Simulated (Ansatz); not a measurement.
**CFOS (charge −1): density, localisation and related maps**

```yaml
atoms:
  - { symbol: F, position_ang: [0.6475, -0.0765, -2.4249] }
  - { symbol: O, position_ang: [-0.9705, 0.2282, 1.8736] }
  - { symbol: C, position_ang: [-0.1917, 0.0042, 1.0036] }
  - { symbol: S, position_ang: [0.5149, -0.1559, -0.4521] }
```

These are results of Ansatz 0.2.0, RKS PBE0-D4/6-31G*, not measurements.

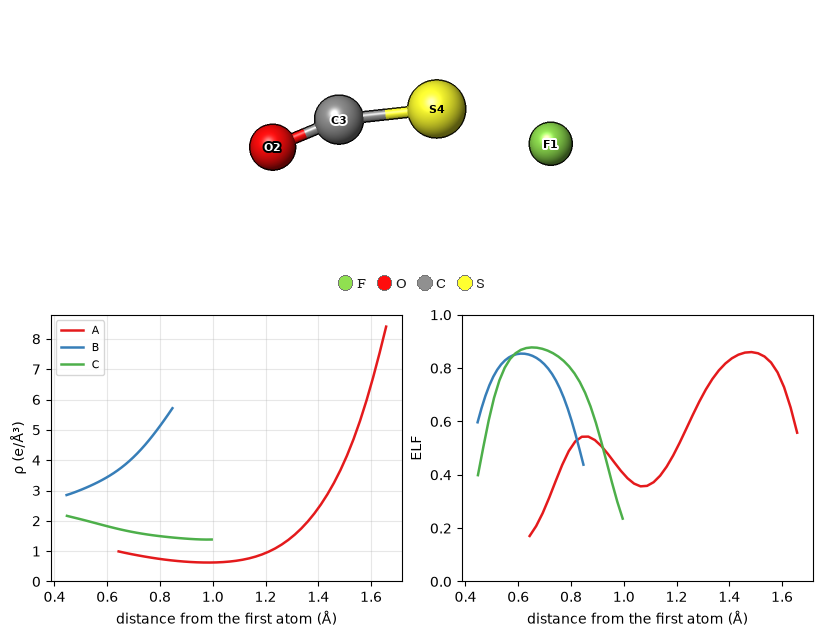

Figure 1. Electron density and electron localisation function along straight lines between neighbouring atoms. The curves leave out the atomic cores. The structure is drawn too.

Which curve belongs to which contact (C–O, C–S and S–F)? The first atom named is at distance zero.

Answer. Curve A: S–F (1.98 Å): ρ is about 0.63 e/Å³ halfway; the ELF is about 0.40 at the midpoint. Curve B: C–O (1.19 Å): the density is about 3.4 e/Å³ at the midpoint; the ELF peaks at about 0.85 between the atoms; a short, multiple covalent bond. Curve C: C–S (1.63 Å): ρ is about 1.5 e/Å³ halfway; the ELF peaks at about 0.90 between the atoms (localised, covalent bonding).

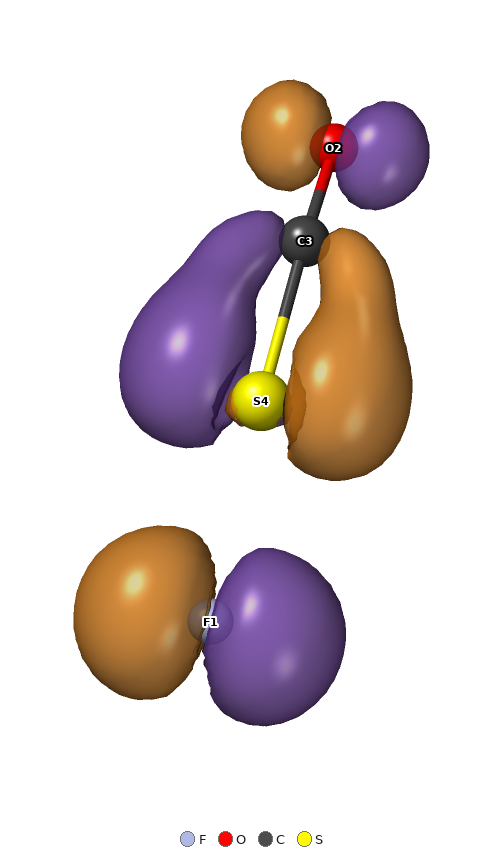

Figure 2. The HOMO−1 at ±0.15 Å⁻³ᐟ² (orange and purple are the two phases), seen at an oblique angle.

Where does this orbital lie, and at what energy?

Answer. Its weight (Hirshfeld) is mainly on F1 (about 60 %), S4 (about 25 %), O2 (about 5 %) and C3 (about 5 %); it changes sign across the molecular plane (π type); π-antibonding (a node) across O2–C3. Its energy is −1.13 eV.
